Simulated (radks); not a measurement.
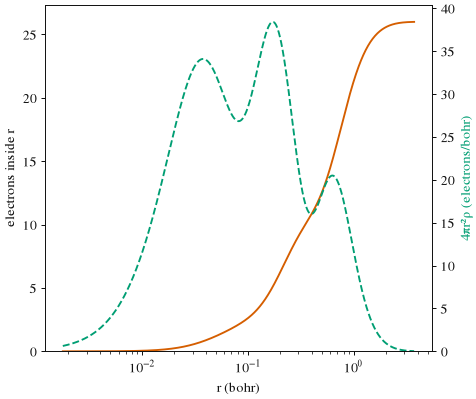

System: the Ni²⁺ ion, configuration [Ar] 3d8 (open shells shared over both j by 2j + 1). Computed with the in-house radial solver radks: Dirac Kohn-Sham, PBE, spin-unpolarised, spherical densities, finite nucleus.

The plot shows the number of electrons inside radius r (solid) and the radial density 4πr²ρ (dashed).

Describe it and give its main numbers.

The count levels off at 26 electrons. Half of them lie within 0.525 bohr, 90 % within 1.23 bohr and 99 % within 2.23 bohr. The radial density has minima at 0.0818 and 0.396 bohr, where the count stands at 2.1 and 10.8; these part the shells that the density resolves.
